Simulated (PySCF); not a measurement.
# BCCD(T)/STO-6G run of C2Si

What is the energy change on altering one bond length of C2Si at BCCD(T)/STO-6G? Input form: a Python script.

The calculation is run with PySCF 2.14.0.

29 further runs of the same task are left out: 10 that didn't finish, 19 set aside as unsound or not needed.

### Step 1. The molecule

C2Si: 3 atoms, total charge 0, spin state singlet. The shape is that of a GFN2-xTB optimisation.

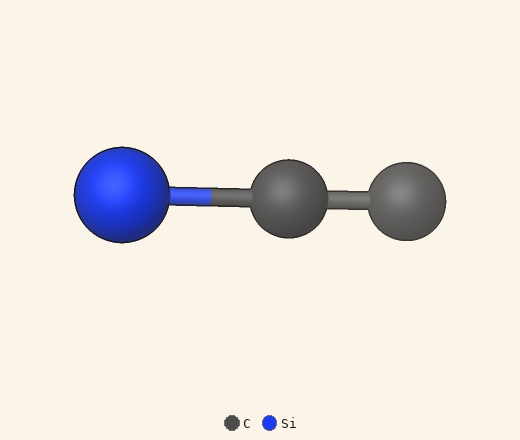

The structure, seen from a chosen angle (carbon dark grey, silicon blue).

### Step 2. A single-point energy at BCCD(T)/STO-6G

Contents of mol.xyz:

```xyz
3

C     -1.111830     0.737510    -0.522770
C     -0.135170     0.089220    -0.063600
Si     1.247000    -0.826740     0.586370
```

Contents of calc.py:

```python
from pyscf import gto, cc
from pyscf.cc.bccd import bccd_kernel_

mol = gto.M(
    atom='mol.xyz',
    charge=0,
    max_memory=1860,
    verbose=4,
    basis='sto-6g',
)

mf = mol.RHF()
mf.conv_tol = 1e-10
mf.kernel()
if not mf.converged:
    mf = mf.newton().run(mf.mo_coeff, mf.mo_occ)

mycc = cc.CCSD(mf, frozen=7).run()
mycc = bccd_kernel_(mycc, diis=True)
e_t = mycc.ccsd_t()
e_tot = mycc.e_tot + e_t
print(f'total energy: {e_tot:.8f} hartree')
```

Run with:

```bash
$ OMP_NUM_THREADS=1 python calc.py
```

Output:

```text
PySCF version 2.14.0

[INPUT] num. atoms = 3
[INPUT] num. electrons = 26
[INPUT] charge = 0
[INPUT] spin (= nelec alpha-beta = 2S) = 0
[INPUT] symmetry False subgroup None
[INPUT] Mole.unit = angstrom
[INPUT] Symbol           X                Y                Z      unit          X                Y                Z       unit  Magmom
[INPUT]  1 C     -1.111830000000   0.737510000000  -0.522770000000 AA   -2.101054197075   1.393691914128  -0.987892126139 Bohr   0.0
[INPUT]  2 C     -0.135170000000   0.089220000000  -0.063600000000 AA   -0.255434280257   0.168601364834  -0.120186581522 Bohr   0.0
[INPUT]  3 Si     1.247000000000  -0.826740000000   0.586370000000 AA    2.356488477333  -1.562312176223   1.108078707661 Bohr   0.0

nuclear repulsion = 54.7130620891418
number of shells = 11
number of NR pGTOs = 114
number of NR cGTOs = 19
basis = sto-6g
ecp = {}

******** <class 'pyscf.scf.hf.RHF'> ********
method = RHF
initial guess = minao
damping factor = 0
level_shift factor = 0
DIIS = <class 'pyscf.scf.diis.CDIIS'>
diis_start_cycle = 1
diis_space = 8
diis_damp = 0
SCF conv_tol = 1e-10
SCF conv_tol_grad = None
SCF max_cycles = 50
direct_scf = True
direct_scf_tol = 1e-13
Set gradient conv threshold to 1e-05
Initial guess from minao.
init E= -363.21596317097
  HOMO = -0.173538466050003  LUMO = 0.0502210922357139  gap/eV = 6.08881
cycle= 1 E= -363.108516645741  delta_E= 0.107  |g|= 0.377  |ddm|= 2.75
  HOMO = -0.120974611820482  LUMO = 0.109952396063772  gap/eV = 6.28384
[... 19 lines left out ...]
converged SCF energy = -363.195596574528
[... 12 lines left out ...]
Init t2, MP2 energy = -363.373216995747  E_corr(MP2) -0.177620421218898
[... 13 lines left out ...]
CCSD converged
[... 24 lines left out ...]
CCSD converged
[... 25 lines left out ...]
CCSD converged
[... 3 lines left out ...]
******** <class 'pyscf.cc.ccsd.CCSD'> ********
CC2 = 0
CCSD nocc = 6, nmo = 12
frozen orbitals 7
max_cycle = 50
direct = 0
conv_tol = 1e-07
conv_tol_normt = 1e-05
diis_space = 6
diis_start_cycle = 0
diis_start_energy_diff = 1e+09
Init E_corr(CCSD) = -0.188844628665177
cycle = 1  E_corr(CCSD) = -0.189082812558619  dE = -0.000238183893  norm(t1,t2) = 0.00327278
cycle = 2  E_corr(CCSD) = -0.188876131797048  dE = 0.000206680762  norm(t1,t2) = 0.00116977
cycle = 3  E_corr(CCSD) = -0.188951745422972  dE = -7.56136259e-05  norm(t1,t2) = 0.000980773
cycle = 4  E_corr(CCSD) = -0.188962453828957  dE = -1.0708406e-05  norm(t1,t2) = 0.000199908
cycle = 5  E_corr(CCSD) = -0.188963088797339  dE = -6.34968381e-07  norm(t1,t2) = 2.6247e-05
cycle = 6  E_corr(CCSD) = -0.188963400438192  dE = -3.11640853e-07  norm(t1,t2) = 8.42499e-06
cycle = 7  E_corr(CCSD) = -0.188963550937521  dE = -1.5049933e-07  norm(t1,t2) = 2.46785e-06
cycle = 8  E_corr(CCSD) = -0.188963622390146  dE = -7.14526251e-08  norm(t1,t2) = 1.05326e-06
CCSD converged
E(CCSD) = -363.3785115313078  E_corr = -0.1889636223901465
BCC iter:    2  E:    -363.378511531308  dE:    3.874e-05  |t1|:    3.048e-04

******** <class 'pyscf.cc.ccsd.CCSD'> ********
CC2 = 0
CCSD nocc = 6, nmo = 12
frozen orbitals 7
max_cycle = 50
direct = 0
conv_tol = 1e-07
conv_tol_normt = 1e-05
diis_space = 6
diis_start_cycle = 0
diis_start_energy_diff = 1e+09
Init E_corr(CCSD) = -0.188968978074461
cycle = 1  E_corr(CCSD) = -0.188980646651321  dE = -1.16685769e-05  norm(t1,t2) = 0.000331094
cycle = 2  E_corr(CCSD) = -0.188977614813555  dE = 3.03183777e-06  norm(t1,t2) = 8.19075e-05
cycle = 3  E_corr(CCSD) = -0.188975617888437  dE = 1.99692512e-06  norm(t1,t2) = 6.2614e-05
cycle = 4  E_corr(CCSD) = -0.188976670180736  dE = -1.0522923e-06  norm(t1,t2) = 1.27057e-05
cycle = 5  E_corr(CCSD) = -0.188976034020823  dE = 6.36159913e-07  norm(t1,t2) = 6.883e-06
cycle = 6  E_corr(CCSD) = -0.18897603247257  dE = 1.54825336e-09  norm(t1,t2) = 1.02345e-06
CCSD converged
E(CCSD) = -363.3785087542045  E_corr = -0.18897603247257
BCC iter:    3  E:    -363.378508754204  dE:    2.777e-06  |t1|:    8.141e-06
CCSD(T) correction = -0.0203438432403916
total energy: -363.39885260 hartree
```

It took 1 s on 1 thread of Arm Neoverse V2, shared host; peak memory 0.12 GiB.

### Step 3. The distorted shape, same level

Contents of run.py:

```python
from pyscf import gto, cc
from pyscf.cc.bccd import bccd_kernel_

mol = gto.M(
    atom='C -1.388296 0.920723 -0.652779; C -0.411636 0.272433 -0.193609; Si 1.247000 -0.826740 0.586370',
    charge=0,
    spin=0,
    verbose=3,
    basis='sto-6g',
    max_memory=1860,
)

calc0 = mol.RHF()
calc0.conv_tol = 1e-10
calc0.kernel()
if not calc0.converged:
    calc0 = calc0.newton().run(calc0.mo_coeff, calc0.mo_occ)

mycc = cc.CCSD(calc0, frozen=7).run()
mycc = bccd_kernel_(mycc, diis=True)
e_t = mycc.ccsd_t()
etot = mycc.e_tot + e_t
print(f'total energy: {etot:.8f} hartree')
```

Run with:

```bash
$ OMP_NUM_THREADS=1 python run.py
```

Output:

```text
converged SCF energy = -363.085859464293
E(CCSD) = -363.2965383230331  E_corr = -0.2106788587398991
BCCD loop starts.

******** <class 'pyscf.cc.ccsd.CCSD'> ********
CC2 = 0
CCSD nocc = 6, nmo = 12
frozen orbitals 7
max_cycle = 50
direct = 0
conv_tol = 1e-07
conv_tol_normt = 1e-05
diis_space = 6
diis_start_cycle = 0
diis_start_energy_diff = 1e+09
Init E_corr(CCSD) = -0.201006325760511
cycle = 1  E_corr(CCSD) = -0.246999236213986  dE = -0.0459929105  norm(t1,t2) = 0.216898
cycle = 2  E_corr(CCSD) = -0.207491987981336  dE = 0.0395072482  norm(t1,t2) = 0.133082
cycle = 3  E_corr(CCSD) = -0.226655250115906  dE = -0.0191632621  norm(t1,t2) = 0.145028
cycle = 4  E_corr(CCSD) = -0.227042779097493  dE = -0.000387528982  norm(t1,t2) = 0.0167289
cycle = 5  E_corr(CCSD) = -0.22777333025527  dE = -0.000730551158  norm(t1,t2) = 0.00921366
cycle = 6  E_corr(CCSD) = -0.228408752231195  dE = -0.000635421976  norm(t1,t2) = 0.00339344
cycle = 7  E_corr(CCSD) = -0.228342608746893  dE = 6.61434843e-05  norm(t1,t2) = 0.000956153
cycle = 8  E_corr(CCSD) = -0.228392733475829  dE = -5.01247289e-05  norm(t1,t2) = 0.000450135
cycle = 9  E_corr(CCSD) = -0.228403688349131  dE = -1.09548733e-05  norm(t1,t2) = 0.000209961
cycle = 10  E_corr(CCSD) = -0.22839708336783  dE = 6.6049813e-06  norm(t1,t2) = 0.000111435
cycle = 11  E_corr(CCSD) = -0.228399209228195  dE = -2.12586037e-06  norm(t1,t2) = 4.11318e-05
cycle = 12  E_corr(CCSD) = -0.228398318463996  dE = 8.90764199e-07  norm(t1,t2) = 1.12264e-05
cycle = 13  E_corr(CCSD) = -0.22839858108287  dE = -2.62618873e-07  norm(t1,t2) = 5.93672e-06
cycle = 14  E_corr(CCSD) = -0.22839860830294  dE = -2.72200707e-08  norm(t1,t2) = 6.02755e-06
CCSD converged
E(CCSD) = -363.2923932366208  E_corr = -0.2283986083029402
BCC iter:    0  E:    -363.292393236621  dE:    4.145e-03  |t1|:    5.982e-02

******** <class 'pyscf.cc.ccsd.CCSD'> ********
CC2 = 0
CCSD nocc = 6, nmo = 12
frozen orbitals 7
max_cycle = 50
direct = 0
conv_tol = 1e-07
conv_tol_normt = 1e-05
diis_space = 6
diis_start_cycle = 0
diis_start_energy_diff = 1e+09
Init E_corr(CCSD) = -0.220964826751962
cycle = 1  E_corr(CCSD) = -0.214328454268577  dE = 0.00663637248  norm(t1,t2) = 0.0731872
cycle = 2  E_corr(CCSD) = -0.223513608169679  dE = -0.0091851539  norm(t1,t2) = 0.0401165
cycle = 3  E_corr(CCSD) = -0.219081904602063  dE = 0.00443170357  norm(t1,t2) = 0.0467778
cycle = 4  E_corr(CCSD) = -0.218489314834756  dE = 0.000592589767  norm(t1,t2) = 0.00654173
cycle = 5  E_corr(CCSD) = -0.21846300518783  dE = 2.63096469e-05  norm(t1,t2) = 0.00119294
cycle = 6  E_corr(CCSD) = -0.218438474765782  dE = 2.4530422e-05  norm(t1,t2) = 0.000571686
cycle = 7  E_corr(CCSD) = -0.218422714939678  dE = 1.57598261e-05  norm(t1,t2) = 0.000264849
cycle = 8  E_corr(CCSD) = -0.218413719230462  dE = 8.99570922e-06  norm(t1,t2) = 0.000129896
cycle = 9  E_corr(CCSD) = -0.218415238796633  dE = -1.51956617e-06  norm(t1,t2) = 4.68046e-05
cycle = 10  E_corr(CCSD) = -0.218414153775301  dE = 1.08502133e-06  norm(t1,t2) = 2.56605e-05
cycle = 11  E_corr(CCSD) = -0.218414411222667  dE = -2.57447366e-07  norm(t1,t2) = 9.40314e-06
cycle = 12  E_corr(CCSD) = -0.218414404153661  dE = 7.06900599e-09  norm(t1,t2) = 3.83863e-06
CCSD converged
E(CCSD) = -363.2932776056426  E_corr = -0.2184144041536612
BCC iter:    1  E:    -363.293277605643  dE:   -8.844e-04  |t1|:    1.053e-02

******** <class 'pyscf.cc.ccsd.CCSD'> ********
CC2 = 0
CCSD nocc = 6, nmo = 12
frozen orbitals 7
max_cycle = 50
direct = 0
conv_tol = 1e-07
conv_tol_normt = 1e-05
diis_space = 6
diis_start_cycle = 0
diis_start_energy_diff = 1e+09
Init E_corr(CCSD) = -0.218698312752167
cycle = 1  E_corr(CCSD) = -0.219835946883068  dE = -0.00113763413  norm(t1,t2) = 0.0110669
cycle = 2  E_corr(CCSD) = -0.218390131633828  dE = 0.00144581525  norm(t1,t2) = 0.00656385
cycle = 3  E_corr(CCSD) = -0.219145061177647  dE = -0.000754929544  norm(t1,t2) = 0.00755021
cycle = 4  E_corr(CCSD) = -0.219181571535743  dE = -3.65103581e-05  norm(t1,t2) = 0.000934351
cycle = 5  E_corr(CCSD) = -0.21922540209557  dE = -4.38305598e-05  norm(t1,t2) = 0.000236121
cycle = 6  E_corr(CCSD) = -0.219230899025049  dE = -5.49692948e-06  norm(t1,t2) = 9.28799e-05
cycle = 7  E_corr(CCSD) = -0.219230751820545  dE = 1.47204504e-07  norm(t1,t2) = 3.46018e-05
cycle = 8  E_corr(CCSD) = -0.219232718467223  dE = -1.96664668e-06  norm(t1,t2) = 2.25915e-05
cycle = 9  E_corr(CCSD) = -0.219232951772664  dE = -2.33305441e-07  norm(t1,t2) = 1.06568e-05
cycle = 10  E_corr(CCSD) = -0.219232702903836  dE = 2.48868829e-07  norm(t1,t2) = 2.62749e-06
cycle = 11  E_corr(CCSD) = -0.219232710599024  dE = -7.69518846e-09  norm(t1,t2) = 1.50785e-06
CCSD converged
E(CCSD) = -363.2931529736823  E_corr = -0.219232710599024
BCC iter:    2  E:    -363.293152973682  dE:    1.246e-04  |t1|:    5.640e-04

******** <class 'pyscf.cc.ccsd.CCSD'> ********
CC2 = 0
CCSD nocc = 6, nmo = 12
frozen orbitals 7
max_cycle = 50
direct = 0
conv_tol = 1e-07
conv_tol_normt = 1e-05
diis_space = 6
diis_start_cycle = 0
diis_start_energy_diff = 1e+09
Init E_corr(CCSD) = -0.219250165556344
cycle = 1  E_corr(CCSD) = -0.219297004413614  dE = -4.68388573e-05  norm(t1,t2) = 0.000693541
cycle = 2  E_corr(CCSD) = -0.219262128561737  dE = 3.48758519e-05  norm(t1,t2) = 0.000149343
cycle = 3  E_corr(CCSD) = -0.219275259656109  dE = -1.31310944e-05  norm(t1,t2) = 8.05527e-05
cycle = 4  E_corr(CCSD) = -0.219273152053083  dE = 2.10760303e-06  norm(t1,t2) = 2.38922e-05
cycle = 5  E_corr(CCSD) = -0.219273664774468  dE = -5.12721385e-07  norm(t1,t2) = 1.06055e-05
cycle = 6  E_corr(CCSD) = -0.219273698800078  dE = -3.40256095e-08  norm(t1,t2) = 5.79298e-06
CCSD converged
E(CCSD) = -363.2931432615477  E_corr = -0.219273698800078
BCC iter:    3  E:    -363.293143261548  dE:    9.712e-06  |t1|:    8.690e-05

******** <class 'pyscf.cc.ccsd.CCSD'> ********
CC2 = 0
CCSD nocc = 6, nmo = 12
frozen orbitals 7
max_cycle = 50
direct = 0
conv_tol = 1e-07
conv_tol_normt = 1e-05
diis_space = 6
diis_start_cycle = 0
diis_start_energy_diff = 1e+09
Init E_corr(CCSD) = -0.219273623782438
cycle = 1  E_corr(CCSD) = -0.219274696065528  dE = -1.07228309e-06  norm(t1,t2) = 9.08321e-05
cycle = 2  E_corr(CCSD) = -0.219269860041251  dE = 4.83602428e-06  norm(t1,t2) = 3.51827e-05
cycle = 3  E_corr(CCSD) = -0.219273332960823  dE = -3.47291957e-06  norm(t1,t2) = 3.97579e-05
cycle = 4  E_corr(CCSD) = -0.219273047774553  dE = 2.85186269e-07  norm(t1,t2) = 6.93942e-06
cycle = 5  E_corr(CCSD) = -0.219273652681448  dE = -6.04906894e-07  norm(t1,t2) = 5.07245e-06
cycle = 6  E_corr(CCSD) = -0.219273679176532  dE = -2.64950845e-08  norm(t1,t2) = 9.42721e-07
CCSD converged
E(CCSD) = -363.2931438354491  E_corr = -0.2192736791765322
BCC iter:    4  E:    -363.293143835449  dE:   -5.739e-07  |t1|:    8.393e-06
CCSD(T) correction = -0.0304404710761573
total energy: -363.32358431 hartree
```

Run time: 1.1 s. Hardware: 1 thread of Arm Neoverse V2, shared host; peak memory 0.12 GiB.

### Step 4. What came out

At BCCD(T)/STO-6G, 7 core orbitals frozen:

```
                                                          quantity          value
                                         first shape: total energy  -363.39885 Eh
          first shape: correlation energy (7 core orbitals frozen)     -203.3 mEh
                                       first shape: (T) correction     -20.34 mEh
                                     distorted shape: total energy  -363.32358 Eh
      distorted shape: correlation energy (7 core orbitals frozen)     -237.7 mEh
                                   distorted shape: (T) correction     -30.44 mEh
energy change with the C2–Si3 bond stretched from 1.781 to 2.137 Å       2.048 eV
```

With the C2–Si3 bond stretched from 1.781 to 2.137 Å the energy rises by 2.05 eV (198 kJ/mol). The first shape isn't relaxed at this level, so the change isn't measured from a minimum. The minimal basis adds a large error of its own. The triples (first shape) make up 10.0 % of the correlation energy. The triples (distorted shape) make up 12.8 % of the correlation energy.
